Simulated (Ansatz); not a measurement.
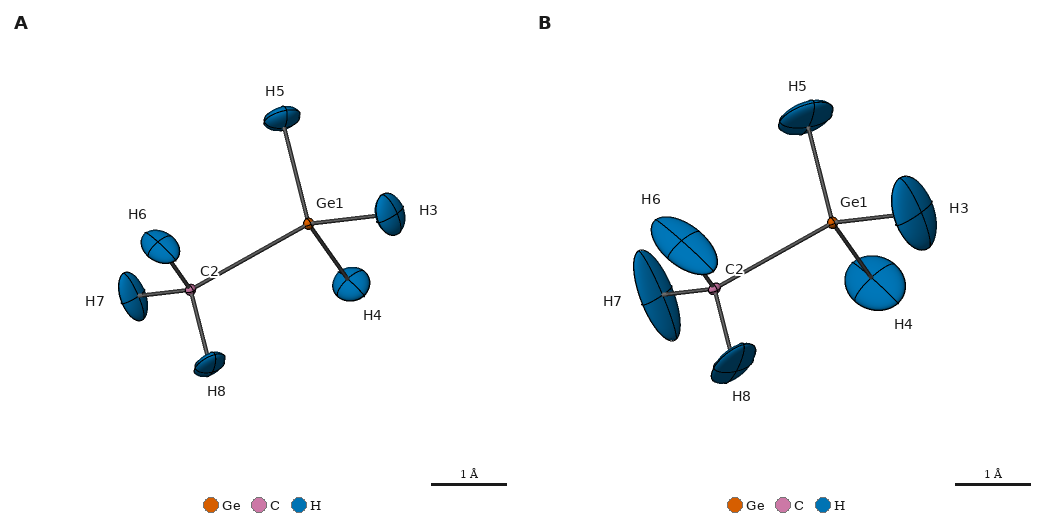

Displacement ellipsoids at the 50 % level, from the internal vibrations of the free molecule (harmonic, no overall translation or rotation; no half-axis is drawn under 0.075 Å). Vibrations computed with RKS PBE0-D4/def2-TZVP (Ansatz 0.2.0). One panel is for 200 K, the other for 900 K.

Question: Which panel is for 900 K?

Answer: B.

Question: How much does the mean-square displacement of H7 grow, and why?

Answer: U_eq goes from 0.0247 to 0.0746 Å², a factor of 3.0. Modes below kT (626 cm⁻¹ at 900 K) grow about in proportion to T, and the lowest lies at 163 cm⁻¹; the mean-square amplitude of a mode is its zero-point value times coth(ħω/2kT), which comes close to 1 only above about 3kT.
